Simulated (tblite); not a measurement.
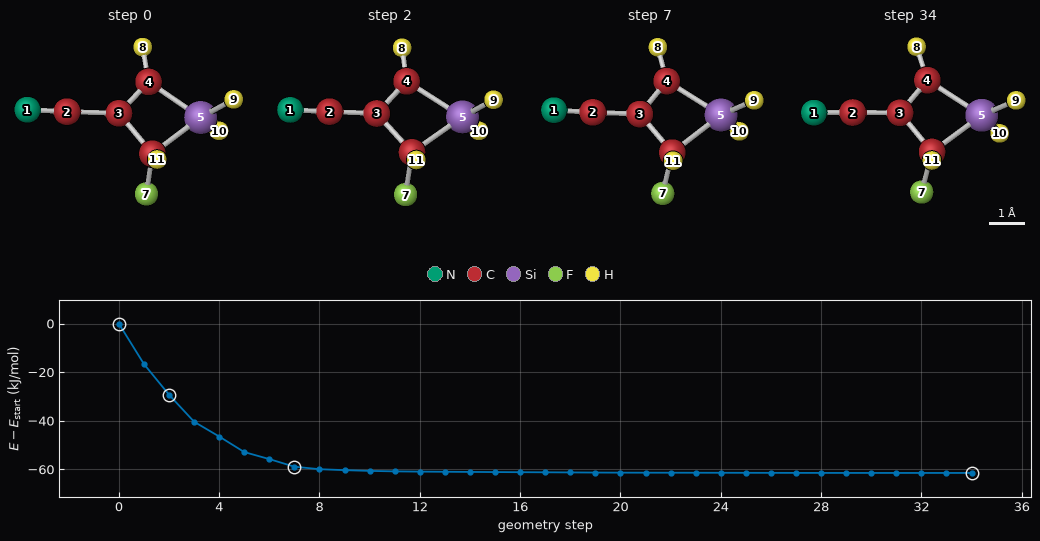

Frames of a relaxation of C4H4FNSi, marked on the history of the run. A ball-and-stick model, seen at a tilt.

Level of theory: GFN2-xTB geometry optimisation, gas phase in tblite 0.8.0. 

> What happens along the run?

After 34 geometry steps the energy has fallen by 61.4 kJ/mol. The atom that moves furthest after the best rigid fit is the N atom (0.21 Å). Largest moves by element: N 0.21 Å, H 0.18 Å, C 0.17 Å, F 0.15 Å, Si 0.07 Å. Near-neighbour distances that change, for instance: C–C 1.540 → 1.402 Å, C–Si 1.903 → 1.953 Å, C–C 1.566 → 1.517 Å, C–Si 1.846 → 1.895 Å. Bond angles that change, for instance: Si–C–H 111.0° → 120.0°, Si–C–H 132.1° → 139.0°, C–C–F 118.4° → 113.2°. The run took 0.18 s on 1 thread of Arm Neoverse V1 (shared host). From step 0 to 2: the N atom moves most (0.08 Å), energy −29.3 kJ/mol. From step 2 to 7: an H atom moves most (0.13 Å), energy −29.6 kJ/mol. From step 7 to 34: the N atom moves most (0.07 Å), energy −2.57 kJ/mol.

| step | E − E(0), kJ/mol |
| --- | --- |
| 0 | 0.00 |
| 1 | -16.62 |
| 2 | -29.26 |
| 3 | -40.37 |
| 4 | -46.45 |
| 5 | -52.85 |
| 6 | -55.74 |
| 7 | -58.87 |
| 8 | -59.90 |
| 9 | -60.29 |
| 10 | -60.60 |
| 11 | -60.79 |
| 13 | -60.96 |
| 14 | -61.02 |
| 15 | -61.08 |
| 16 | -61.13 |
| 18 | -61.23 |
| 19 | -61.28 |
| 20 | -61.32 |
| 21 | -61.34 |
| 23 | -61.36 |
| 24 | -61.37 |
| 25 | -61.39 |
| 26 | -61.40 |
| 28 | -61.43 |
| 29 | -61.43 |
| 30 | -61.44 |
| 31 | -61.44 |
| 33 | -61.44 |
| 34 | -61.44 |
